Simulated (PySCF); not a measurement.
## A study: CHN3O, SMILES `c1nnon1`

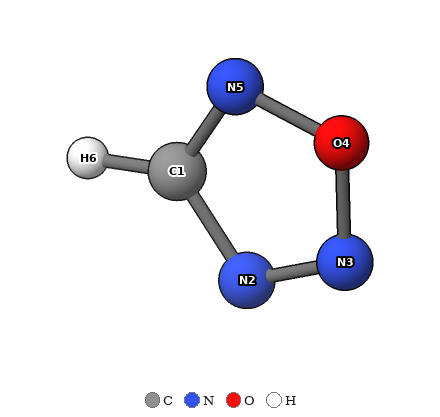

The molecule, with its atoms numbered as below. No frequency check shows the geometry to be a minimum.

Coordinates in Å:

```
C1       1.0808    0.1495    0.0000
N2       0.1410    1.1355    0.0000
N3      -0.9743    0.5801    0.0000
O4      -0.7936   -0.7601    0.0000
N5       0.5088   -1.0201    0.0000
H6       2.1354    0.3152    0.0000
```

### 1. Bonding charge

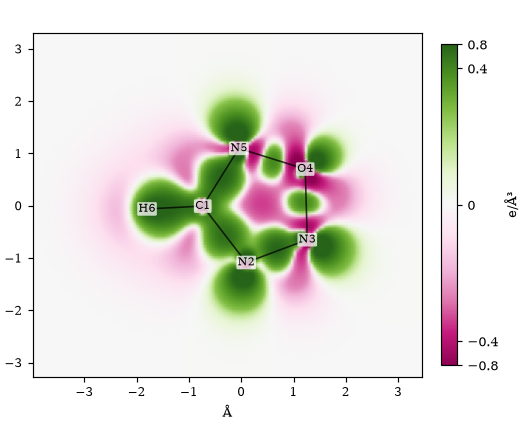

Deformation density (molecule less spherical, spin-averaged free atoms) in the molecular plane; colour scale in e/Å³, logarithmic beyond ±0.1; green: gain, pink: loss.

Level of theory: ωB97X/def2-TZVP (PySCF), at a geometry from GFN2-xTB.

> Describe the bonding that the map shows.

C1–H6: +0.87 e/Å³ at the bond critical point (bond length 1.07 Å, Mayer order 1.0). N2–N3: +0.75 e/Å³ at the bond critical point (bond length 1.25 Å, Mayer order 1.6). C1–N5: +0.66 e/Å³ at the bond critical point (bond length 1.30 Å, Mayer order 1.7). C1–N2: +0.55 e/Å³ at the bond critical point (bond length 1.36 Å, Mayer order 1.2). N3–O4: +0.27 e/Å³ at the bond critical point (bond length 1.35 Å, Mayer order 1.0). O4–N5: +0.25 e/Å³ at the bond critical point (bond length 1.33 Å, Mayer order 1.1). In all, 1.6 electrons gather in the regions of gain relative to the promolecule.

> Where do the Hirshfeld charges lie?

The highest Hirshfeld charge is on H6 (+0.10 e), the lowest on N2 (−0.10 e).

### 2. Bond critical points

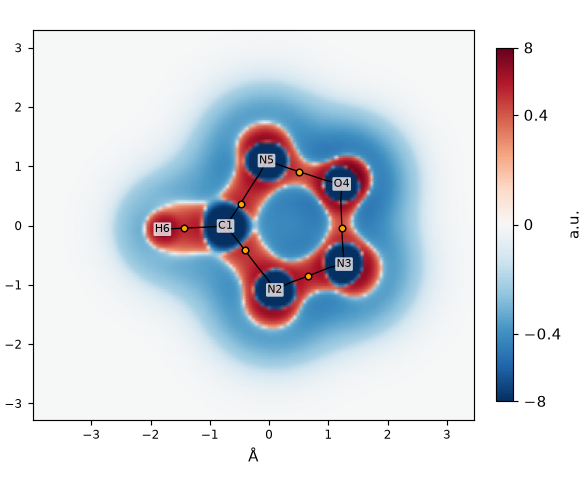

Negative Laplacian of the density (−∇²ρ) in the molecular plane (red positive, blue negative, colour scale in a.u., logarithmic beyond ±0.04), with bond paths and bond critical points (dots).

> Sort the bonds in the plane by the sign of ∇²ρ at their critical points.

Concentrated (∇²ρ < 0): N2–N3 (−1.43 a.u.); O4–N5 (−0.64 a.u.); C1–N5 (−1.04 a.u.); N3–O4 (−0.52 a.u.); C1–N2 (−1.07 a.u.); C1–H6 (−1.16 a.u.). At none is it depleted.

> Where along C1–H6 does the critical point lie?

0.70 Å from C1 and 0.36 Å from H6.

### 3. Local ionisation energy

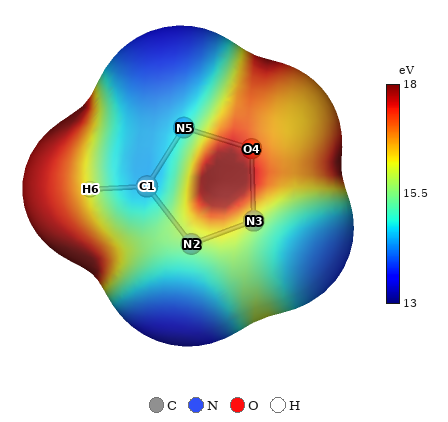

Average local ionisation energy on the surface of electron density 0.001 a.u.

> Locate the minima of the map.

The lowest value is 13.3 eV, 1.9 Å from N2. Further minima include 13.6 eV, 1.9 Å from N5; 13.8 eV, 1.9 Å from N3. For comparison, the highest occupied orbital lies at −12.2 eV.

### 4. The π system

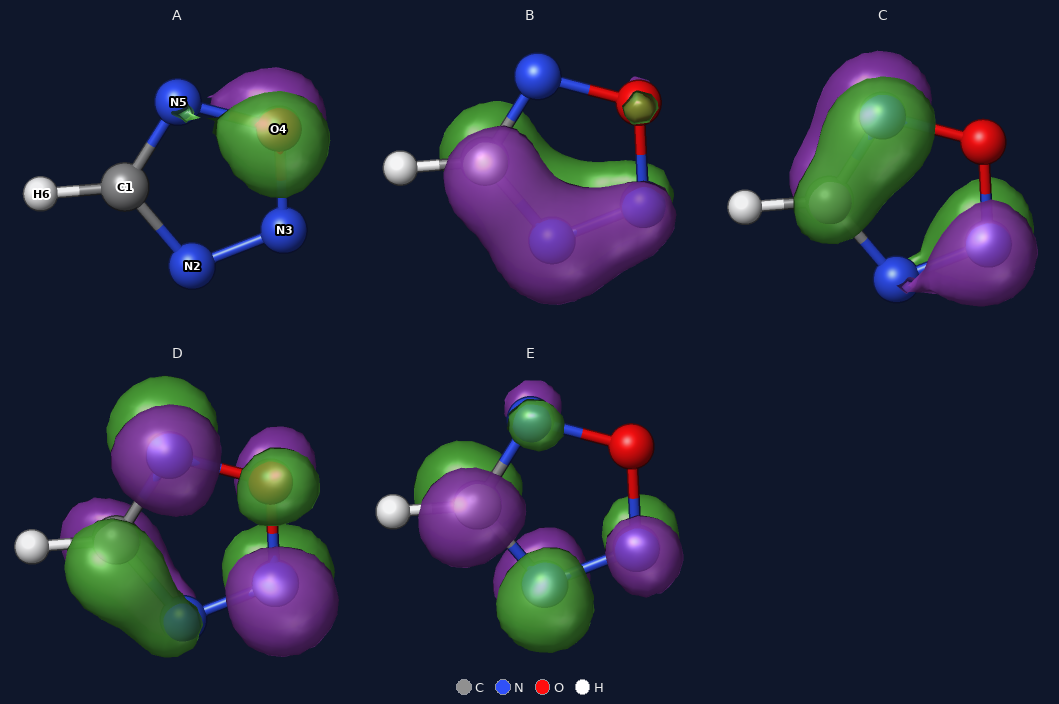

Natural orbitals of the π active space, CASSCF(6,5), triplet state at the geometry of the singlet, in order of falling occupation.

Level of theory: 6-31+G* basis (PySCF), at a geometry from GFN2-xTB.

> What are the natural occupation numbers?

A 2.00, B 1.86, C 1.05, D 0.95, E 0.14.

> Where does the lowest triplet lie relative to the singlet, at this geometry and within this active space?

5.22 eV above it by strongly contracted NEVPT2 (+4.37 eV by CASSCF); a small basis tends to put such gaps a few tenths of an eV too high. This is a vertical energy for π states alone; a state that uses lone pairs or σ orbitals may lie lower.
